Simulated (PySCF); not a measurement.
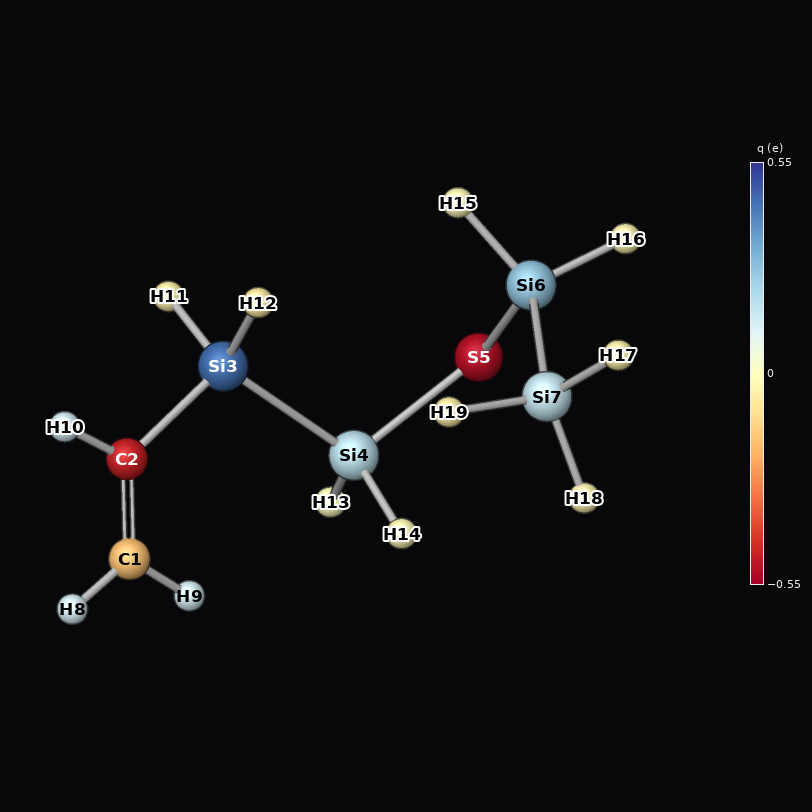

Atoms are coloured by their Mulliken charges. The computed structure is the end point of a GFN2-xTB optimisation. No frequency run is at hand to confirm it as a minimum. Level of theory: PBE0/pcSseg-1, gas phase (PySCF 2.14.0).

Give the Mulliken charges atom by atom.

```tsv
atom	value (e)
C1	−0.17
C2	−0.47
Si3	0.44
Si4	0.18
S5	−0.51
Si6	0.26
Si7	0.16
H8	0.12
H9	0.13
H10	0.14
H11	−0.04
H12	−0.06
H13	0.00
H14	−0.02
H15	−0.02
H16	−0.03
H17	−0.05
H18	−0.03
H19	−0.05
```

Mulliken values depend strongly on the basis set and can even reverse the polarity of a bond. The geometry is semi-empirical. Around Si such bond lengths and angles can be off by a tenth of an ångström or more and by several degrees, and values that hang on the shape move with them.
